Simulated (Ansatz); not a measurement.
**BrF2H3Si (built from SMILES F[SiH](F)Br.[H][H]): search for a transition state**

Wanted: the transition state of a four-centre ligand exchange (form Si1–H7, Br2–H6 and break Si1–Br2, H6–H7). The guess is relaxed with those distances held, a saddle search follows, and vibrations and two downhill relaxations check it.

The runs use Ansatz 0.2.0, Gaussian basis; PBE0-D4, def2-SVP first, then def2-TZVP.

152 further runs of the same task are left out: 152 set aside as unsound or not needed. Runs told in other sessions of the task aren't counted.

### 1 The starting structure

The guess: 7 atoms, charge 0, spin multiplicity 1.

Atoms are counted from 1 here; the program's logs count them from 0.

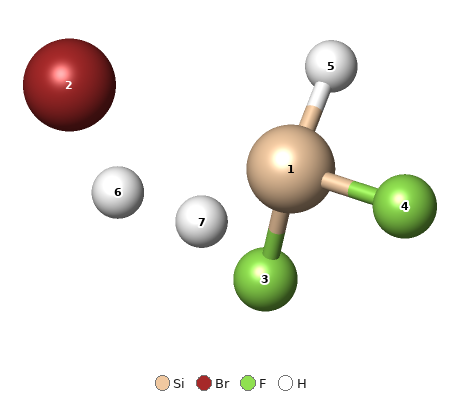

Start geometry, drawn with silicon light orange, bromine red, fluorine green, hydrogen white; atoms are numbered from 1 in the order of the file.

Coordinates:

```xyz
7
charge 0, multiplicity 1
Si   -0.39820    0.19900    0.42610
Br    0.99930   -1.98730   -0.41700
F    -1.51590    0.00080   -0.67650
F    -0.57580    1.73190    0.87100
H    -0.60330   -0.48640    1.66810
H     1.26630   -0.16800   -1.10380
H     0.82750    0.71000   -0.76780
```

Distances that are to change: Si1–H7 1.79 Å, Br2–H6 1.96 Å, Si1–Br2 2.73 Å, H6–H7 1.04 Å.

### 2 Constrained relaxation of the guess

The input, hold/in.yaml:

```yaml
crystal:
  periodic: [false, false, false]
  atoms:
    - {symbol: Si, position_ang: [-0.398200, 0.199000, 0.426100]}
    - {symbol: Br, position_ang: [0.999300, -1.987300, -0.417000]}
    - {symbol: F, position_ang: [-1.515900, 0.000800, -0.676500]}
    - {symbol: F, position_ang: [-0.575800, 1.731900, 0.871000]}
    - {symbol: H, position_ang: [-0.603300, -0.486400, 1.668100]}
    - {symbol: H, position_ang: [1.266300, -0.168000, -1.103800]}
    - {symbol: H, position_ang: [0.827500, 0.710000, -0.767800]}
basis:
  gaussian: {orbitals: def2-SVP}
hamiltonian: {xc: pbe0, dispersion: d4}
relax: {f_tol: 0.04, max_steps: 150, escape_saddle: false, constraints: [{distance: [0, 6]}, {distance: [1, 5]}, {distance: [0, 1]}, {distance: [5, 6]}]}
```

Launch:

```console
$ ansatz run in.yaml --threads 4 --pin off --events-out ev --progress --plain --max-ram 9574MiB
```

What it wrote, cut to the lines that bear on the results:

```text
Functional definition: PBE0
  name "PBE0"
  cite "Adamo & Barone, J. Chem. Phys. 110, 6158 (1999) doi:10.1063/1.478522"
  cite "Perdew, Burke & Ernzerhof, Phys. Rev. Lett. 77, 3865 (1996) doi:10.1103/PhysRevLett.77.3865"
  parent pbe
[...]
938 factors; integrals over basis functions are off by at most 3.9e-4 eV
[...]
mean field -83375.50034179 eV, -3063.9931236169 hartree, gradient 4.9e-5 eV, S^2 0.000000; 0 other end points of the search recorded, 0 dependent functions left out
[...]
reference -83375.50036352 eV, -3063.9931244154 hartree; 35, 35 occupied and 58, 58 virtual orbitals, 938 factors
relax step   1: F+E_penalty+E_count = -83375.62416393 eV  Δ(F+E_penalty+E_count) = +0.000e0 eV  max|allowed force component| = 8.273e-1 eV/Å  Δτ_max = 0.0000 Å  (24 SCF iters, accepted)
[...]
relax step   3: F+E_penalty+E_count = -83376.03575134 eV  Δ(F+E_penalty+E_count) = -8.469e-2 eV  max|allowed force component| = 2.785e-1 eV/Å  Δτ_max = 0.2057 Å  (27 SCF iters, accepted)
[...]
relax step   5: F+E_penalty+E_count = -83376.05081715 eV  Δ(F+E_penalty+E_count) = -6.205e-3 eV  max|allowed force component| = 1.168e-1 eV/Å  Δτ_max = 0.0633 Å  (24 SCF iters, accepted)
[...]
relax step   7: F+E_penalty+E_count = -83376.06845954 eV  Δ(F+E_penalty+E_count) = -1.202e-2 eV  max|allowed force component| = 6.524e-2 eV/Å  Δτ_max = 0.0766 Å  (25 SCF iters, accepted)
[...]
relax step   9: F+E_penalty+E_count = -83376.06907815 eV  Δ(F+E_penalty+E_count) = -6.186e-4 eV  max|allowed force component| = 3.796e-3 eV/Å  Δτ_max = 0.0070 Å  (26 SCF iters, accepted)
  distance Si 0 - H 6 held at 1.785738 Å   reaction = +5.3279e-1 eV/Å
  distance Br 1 - H 5 held at 1.962864 Å   reaction = +9.0494e-1 eV/Å
  distance Si 0 - Br 1 held at 2.728320 Å   reaction = +4.6189e-1 eV/Å
  distance H 5 - H 6 held at 1.037461 Å   reaction = +1.3144e0 eV/Å
938 factors; integrals over basis functions are off by at most 7.7e-4 eV
[...]
mean field -83375.95141421 eV, -3064.0097002224 hartree, gradient 8.3e-5 eV, S^2 0.000000; 1 other end points of the search recorded, 0 dependent functions left out
[...]
reference -83375.95143550 eV, -3064.0097010051 hartree; 35, 35 occupied and 58, 58 virtual orbitals, 938 factors
Total energy: -83376.06909945 eV, -3064.0140250753 hartree
Atom 0 at    -0.405628     0.182753     0.299932 Å, force     0.623690    -0.176253    -0.410435 eV/Å
Atom 1 at     0.821895    -2.088383    -0.582600 Å, force    -0.082058     1.279724     0.097610 eV/Å
Atom 2 at    -1.601186    -0.130641    -0.711187 Å, force     0.003254     0.000714     0.003796 eV/Å
Atom 3 at    -0.642125     1.749493     0.637936 Å, force    -0.000078    -0.002421    -0.001483 eV/Å
Atom 4 at    -0.264344    -0.441145     1.615721 Å, force    -0.001170    -0.001264     0.001456 eV/Å
Atom 5 at     1.096264    -0.148080    -0.695670 Å, force    -0.254652     0.403447     0.217817 eV/Å
Atom 6 at     0.995025     0.876003    -0.564032 Å, force    -0.288985    -1.503946     0.091239 eV/Å
Dipole moment:     0.132741     0.384065     0.234187 e Å
```

It took 14 s on 4 threads of Arm Neoverse V1, shared host.

Along the way:

```csv
step,energy from step 1 (eV),largest force component (eV/Å)
1,0.0000,0.8273
2,-0.3269,0.4395
3,-0.4116,0.2785
4,-0.4204,0.1364
5,-0.4267,0.1168
6,-0.4323,0.6136
7,-0.4443,0.0652
8,-0.4441,0.0703
9,-0.4449,0.0038
```

Close pairs (by a distance rule), those that changed most:

```csv
bond,before (Å),after (Å),change (Å)
Si1–H5,1.433,1.463,+0.030
Si1–F3,1.582,1.597,+0.014
Si1–F4,1.606,1.620,+0.014
```

### 3 Force constants to start from

The input, hessian/in.yaml:

```yaml
crystal:
  periodic: [false, false, false]
  atoms:
    - {symbol: Si, position_ang: [-0.405628, 0.182753, 0.299932]}
    - {symbol: Br, position_ang: [0.821895, -2.088383, -0.582600]}
    - {symbol: F, position_ang: [-1.601186, -0.130641, -0.711187]}
    - {symbol: F, position_ang: [-0.642125, 1.749493, 0.637936]}
    - {symbol: H, position_ang: [-0.264344, -0.441145, 1.615721]}
    - {symbol: H, position_ang: [1.096264, -0.148080, -0.695670]}
    - {symbol: H, position_ang: [0.995025, 0.876003, -0.564032]}
basis:
  gaussian: {orbitals: def2-SVP}
hamiltonian: {xc: pbe0, dispersion: d4}
phonons: {}
scf: {lower_state_search: off}
```

Launch:

```console
$ ansatz run in.yaml --threads 4 --pin off --events-out ev --progress --plain --max-ram 9574MiB
```

What it wrote, cut to the lines that bear on the results:

```text
[... 5 set-up lines as earlier in the session ...]
[...]
941 factors; integrals over basis functions are off by at most 4.2e-4 eV
[...]
mean field -83375.95142450 eV, -3064.0097006009 hartree, gradient 5.6e-6 eV, S^2 0.000000; 0 other end points of the search recorded, 0 dependent functions left out
[...]
reference -83375.95144570 eV, -3064.0097013798 hartree; 35, 35 occupied and 58, 58 virtual orbitals, 941 factors
[... from here to the last solve, the lines of the solves are left out (41 solves) ...]
941 factors; integrals over basis functions are off by at most 4.2e-4 eV
mean field -83375.95112434 eV, -3064.0096895701 hartree, gradient 1.2e-6 eV, S^2 0.000000; 0 other end points of the search recorded, 0 dependent functions left out
[...]
WARN: phonons: modes at or below zero, which the zero-point energy, F, S and C_V leave out: 1, the lowest at -1088.59 cm⁻¹. A minimum has none, and a first-order saddle one
[...]
Total energy: -83376.06910963 eV, -3064.0140254494 hartree
Atom 0 at    -0.405628     0.182753     0.299932 Å, force     0.623724    -0.176246    -0.410406 eV/Å
Atom 1 at     0.821895    -2.088383    -0.582600 Å, force    -0.081980     1.279723     0.097584 eV/Å
Atom 2 at    -1.601186    -0.130641    -0.711187 Å, force     0.003191     0.000719     0.003764 eV/Å
Atom 3 at    -0.642125     1.749493     0.637936 Å, force    -0.000049    -0.002373    -0.001501 eV/Å
Atom 4 at    -0.264344    -0.441145     1.615721 Å, force    -0.001181    -0.001295     0.001475 eV/Å
Atom 5 at     1.096264    -0.148080    -0.695670 Å, force    -0.254730     0.403395     0.217862 eV/Å
Atom 6 at     0.995025     0.876003    -0.564032 Å, force    -0.288974    -1.503923     0.091222 eV/Å
Dipole moment:     0.132740     0.384064     0.234188 e Å
Vibrations: -1088.59 151.87 200.24 271.51 330.98 485.40 669.14 857.44 879.71 972.00 1032.41 1173.35 1515.94 1667.24 2390.53 cm⁻¹, zero-point energy 0.780962 eV
Checks for a lower state left out: stability, starts, cluster_reference, orbital_swaps, neighbouring_geometries, increment
```

It took 36 s on 4 threads of Arm Neoverse V1, shared host.

The structure is not stationary yet, so these wavenumbers are no spectrum; the search needs only the force constants.

### 4 Saddle search in the small basis

The search itself is an outer loop (partitioned rational-function steps, Bofill update of the Hessian). Each step is one single-point run with forces. It stops when the largest force is under 0.04 eV/Å and the followed curvature is negative. The first step's input:

The input, presaddle/in.yaml:

```yaml
crystal:
  periodic: [false, false, false]
  atoms:
    - {symbol: Si, position_ang: [-0.405628, 0.182753, 0.299932]}
    - {symbol: Br, position_ang: [0.821895, -2.088383, -0.582600]}
    - {symbol: F, position_ang: [-1.601186, -0.130641, -0.711187]}
    - {symbol: F, position_ang: [-0.642125, 1.749493, 0.637936]}
    - {symbol: H, position_ang: [-0.264344, -0.441145, 1.615721]}
    - {symbol: H, position_ang: [1.096264, -0.148080, -0.695670]}
    - {symbol: H, position_ang: [0.995025, 0.876003, -0.564032]}
basis:
  gaussian: {orbitals: def2-SVP}
hamiltonian: {xc: pbe0, dispersion: d4}
output: {forces: true}
scf: {lower_state_search: off}
```

Launch:

```console
$ ansatz run in.yaml --threads 4 --pin off --events-out ev --progress --plain --max-ram 9574MiB
```

The driver's record:

```csv
step,energy (eV),largest force (eV/Å),followed curvature (eV/Å²)
1,-83376.06909,1.5039,-8.98
2,-83376.28376,0.1101,-8.97
3,-83376.28498,0.0784,-8.74
4,-83376.28535,0.0121,-9.05
```

The 4 steps took 3.8 s in all (4 threads of Arm Neoverse V1, shared host).

### 5 Saddle search in triple zeta

The search itself is an outer loop (partitioned rational-function steps, Bofill update of the Hessian). Each step is one single-point run with forces. It stops when the largest force is under 0.01 eV/Å and the followed curvature is negative. The first step's input:

The input, saddle/in.yaml:

```yaml
crystal:
  periodic: [false, false, false]
  atoms:
    - {symbol: Si, position_ang: [-0.378230, 0.158263, 0.285975]}
    - {symbol: Br, position_ang: [0.830229, -1.943292, -0.586340]}
    - {symbol: F, position_ang: [-1.602260, -0.131914, -0.705306]}
    - {symbol: F, position_ang: [-0.604172, 1.733221, 0.618252]}
    - {symbol: H, position_ang: [-0.284724, -0.430014, 1.625390]}
    - {symbol: H, position_ang: [1.091211, -0.152792, -0.693121]}
    - {symbol: H, position_ang: [0.947847, 0.766527, -0.544751]}
basis:
  gaussian: {orbitals: def2-TZVP}
hamiltonian: {xc: pbe0, dispersion: d4}
output: {forces: true}
scf: {lower_state_search: off}
```

Launch:

```console
$ ansatz run in.yaml --threads 4 --pin off --events-out ev --progress --plain --max-ram 9574MiB
```

Step by step:

```csv
step,energy (eV),largest force (eV/Å),followed curvature (eV/Å²)
1,-83394.85029,0.7965,-9.05
2,-83394.87962,0.0887,-9.03
3,-83394.87998,0.0081,-8.99
```

The 3 steps took 6.8 s in all (4 threads of Arm Neoverse V1, shared host).

Geometry at the end of the search:

```
Si   -0.38734    0.17330    0.28043
Br    0.83581   -1.95439   -0.58623
F    -1.58621   -0.12425   -0.69154
F    -0.60500    1.72003    0.61666
H    -0.27919   -0.42780    1.60456
H     1.07834   -0.14737   -0.67825
H     0.94351    0.76048   -0.54553
```

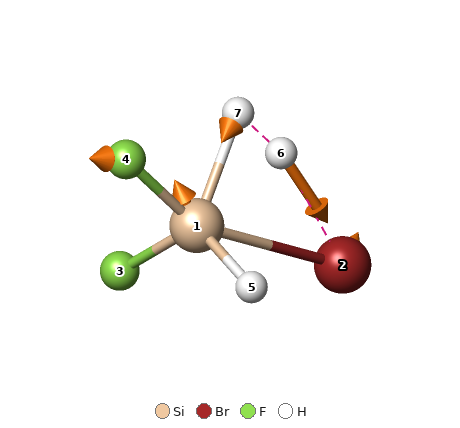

The point found; arrows show the followed mode. Pairs that react are joined by broken lines, hidden where the pair is close enough to be drawn as a bond.

### 6 Vibrations at the point found

The input, vib/in.yaml:

```yaml
crystal:
  periodic: [false, false, false]
  atoms:
    - {symbol: Si, position_ang: [-0.387340, 0.173301, 0.280434]}
    - {symbol: Br, position_ang: [0.835806, -1.954392, -0.586234]}
    - {symbol: F, position_ang: [-1.586211, -0.124246, -0.691537]}
    - {symbol: F, position_ang: [-0.605003, 1.720026, 0.616659]}
    - {symbol: H, position_ang: [-0.279194, -0.427801, 1.604563]}
    - {symbol: H, position_ang: [1.078336, -0.147368, -0.678253]}
    - {symbol: H, position_ang: [0.943506, 0.760481, -0.545530]}
basis:
  gaussian: {orbitals: def2-TZVP}
hamiltonian: {xc: pbe0, dispersion: d4}
phonons: {temperatures: {t_min: 298.15, t_max: 900, t_step: 200}}
```

Launch:

```console
$ ansatz run in.yaml --threads 4 --pin off --events-out ev --progress --plain --max-ram 9574MiB
```

What it wrote, cut to the lines that bear on the results:

```text
[... 5 set-up lines as earlier in the session ...]
[...]
1125 factors; their error is unknown
[...]
mean field -83394.76290802 eV, -3064.7010098694 hartree, gradient 1.3e-5 eV, S^2 0.000000; 0 other end points of the search recorded, 0 dependent functions left out
[...]
reference -83394.76293392 eV, -3064.7010108209 hartree; 35, 35 occupied and 130, 130 virtual orbitals, 1125 factors
[... from here to the last solve, the lines of the solves are left out (41 solves) ...]
1125 factors; their error is unknown
mean field -83394.76290994 eV, -3064.7010099399 hartree, gradient 2.8e-6 eV, S^2 0.000000; 0 other end points of the search recorded, 0 dependent functions left out
[...]
reference -83394.76293583 eV, -3064.7010108914 hartree; 35, 35 occupied and 130, 130 virtual orbitals, 1125 factors
WARN: phonons: modes at or below zero, which the zero-point energy, F, S and C_V leave out: 1, the lowest at -735.52 cm⁻¹. A minimum has none, and a first-order saddle one
Total energy: -83394.87998200 eV, -3064.7053122586 hartree
Atom 0 at    -0.387340     0.173301     0.280434 Å, force     0.002688    -0.003600     0.003537 eV/Å
Atom 1 at     0.835806    -1.954392    -0.586234 Å, force    -0.002471     0.004309    -0.000940 eV/Å
Atom 2 at    -1.586211    -0.124246    -0.691537 Å, force    -0.004850    -0.005320    -0.005688 eV/Å
Atom 3 at    -0.605003     1.720026     0.616659 Å, force    -0.000637     0.008116     0.003463 eV/Å
Atom 4 at    -0.279194    -0.427801     1.604563 Å, force    -0.000855    -0.001245     0.003633 eV/Å
Atom 5 at     1.078336    -0.147368    -0.678253 Å, force     0.002571     0.005562     0.000959 eV/Å
Atom 6 at     0.943506     0.760481    -0.545530 Å, force     0.003555    -0.007821    -0.004964 eV/Å
Dipole moment:     0.155657     0.263523     0.160468 e Å
Vibrations: -735.52 125.60 225.42 298.83 346.13 458.86 686.05 855.12 905.36 945.13 973.03 1184.85 1568.38 2270.25 2365.49 cm⁻¹, zero-point energy 0.818822 eV
```

It took 80 s on 4 threads of Arm Neoverse V1, shared host.

The modes, with what each moves most:

```csv
mode,wavenumber (cm⁻¹),character
1,736i,"changes Si1–H7, Br2–H6, H6–H7"
2,126,bend
3,225,bend
4,299,bend
5,346,bend
6,459,bend
7,686,bend
8,855,Si–F stretch
9,905,bend
10,945,"not assigned (largely outside the bonds, angles and torsions drawn)"
11,973,Si–F stretch
12,1185,"not assigned (largely outside the bonds, angles and torsions drawn)"
13,1568,"not assigned (largely outside the bonds, angles and torsions drawn)"
14,2270,"not assigned (largely outside the bonds, angles and torsions drawn)"
15,2365,Si–H stretch
```

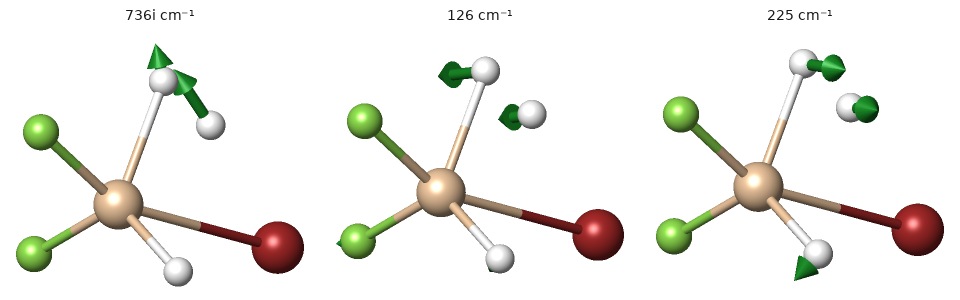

Displacements of 3 modes, as arrows.

Vibrational sums (real modes only):

```csv
T (K),entropy (J/mol/K),heat capacity (J/mol/K)
298,38.5,47.6
498,68.7,70.2
698,94.8,84.2
898,117.2,93.2
```

### 7 Relaxing after a step of 0.30 Å one way along the mode

The input, downa/in.yaml:

```yaml
crystal:
  periodic: [false, false, false]
  atoms:
    - {symbol: Si, position_ang: [-0.355833, 0.346881, 0.272422]}
    - {symbol: Br, position_ang: [0.938907, -1.927660, -0.660383]}
    - {symbol: F, position_ang: [-1.537106, -0.128679, -0.680554]}
    - {symbol: F, position_ang: [-0.697648, 1.830093, 0.680266]}
    - {symbol: H, position_ang: [-0.253695, -0.417293, 1.545342]}
    - {symbol: H, position_ang: [1.062141, -0.446869, -0.684307]}
    - {symbol: H, position_ang: [0.843134, 0.743527, -0.472686]}
basis:
  gaussian: {orbitals: def2-TZVP}
hamiltonian: {xc: pbe0, dispersion: d4}
relax: {f_tol: 0.005, max_steps: 200}
```

Launch:

```console
$ ansatz run in.yaml --threads 4 --pin off --events-out ev --progress --plain --max-ram 9574MiB
```

What it wrote, cut to the lines that bear on the results:

```text
[... 5 set-up lines as earlier in the session ...]
[...]
1125 factors; their error is unknown
[...]
mean field -83395.16550007 eV, -3064.7158048542 hartree, gradient 1.9e-5 eV, S^2 0.000000; 0 other end points of the search recorded, 0 dependent functions left out
[...]
reference -83395.16552598 eV, -3064.7158058065 hartree; 35, 35 occupied and 130, 130 virtual orbitals, 1125 factors
relax step   1: F+E_penalty+E_count = -83395.28062622 eV  Δ(F+E_penalty+E_count) = +0.000e0 eV  max|allowed force component| = 1.388e0 eV/Å  Δτ_max = 0.0000 Å  (27 SCF iters, accepted)
[...]
reference -83396.14026733 eV, -3064.7516268902 hartree; 35, 35 occupied and 130, 130 virtual orbitals, 1125 factors
Total energy: -83396.23965616 eV, -3064.7552793623 hartree
Atom 0 at    -0.451969     0.747051     0.459576 Å, force    -0.000284     0.002356     0.001715 eV/Å
Atom 1 at     1.809534    -2.065218    -0.644629 Å, force    -0.000007    -0.000142    -0.000114 eV/Å
Atom 2 at    -0.895563     0.070380    -0.912636 Å, force    -0.000967     0.000077    -0.000306 eV/Å
Atom 3 at    -1.500512     1.895620     0.772486 Å, force     0.001090    -0.002169    -0.001113 eV/Å
Atom 4 at    -0.533120    -0.263776     1.527873 Å, force    -0.000375    -0.000194    -0.000018 eV/Å
Atom 5 at     0.698542    -1.746442    -1.473875 Å, force     0.000197     0.000010     0.000011 eV/Å
Atom 6 at     0.872987     1.362385     0.271303 Å, force     0.000345     0.000061    -0.000174 eV/Å
Dipole moment:     0.112814    -0.053207     0.057733 e Å
```

Wall time 1.9 min (4 threads of Arm Neoverse V1, shared host).

Along the way: (not every step is listed) (the energy doesn't fall at every step)

```csv
step,energy from step 1 (eV),largest force component (eV/Å)
1,0.0000,1.3880
2,-0.4285,1.2281
3,-0.7119,1.2191
4,-0.8356,0.1900
5,-0.8674,0.3842
6,-0.8807,0.0821
7,-0.8880,0.1275
8,-0.8976,0.1232
9,-0.9054,0.0457
12,-0.9134,0.1029
15,-0.9217,0.1369
18,-0.9105,0.6560
21,-0.9234,0.0336
24,-0.9248,0.0782
27,-0.9252,0.2501
30,-0.9278,0.1446
33,-0.9322,0.2177
36,-0.9212,0.9271
39,-0.9515,0.2849
42,-0.9585,0.0529
43,-0.9589,0.0249
44,-0.9590,0.0081
45,-0.9588,0.0774
46,-0.9590,0.0033
47,-0.9590,0.0023
48,-0.9590,0.0024
```

Close pairs (by a distance rule), those that changed most:

```csv
bond,before (Å),after (Å),change (Å)
Br2–H6,1.486,1.423,-0.064
Si1–H5,1.488,1.473,-0.015
Si1–F4,1.576,1.586,+0.011
Si1–H7,1.466,1.473,+0.007
Si1–F3,1.591,1.593,+0.002
```

(Part 1 of 2 ends here.)
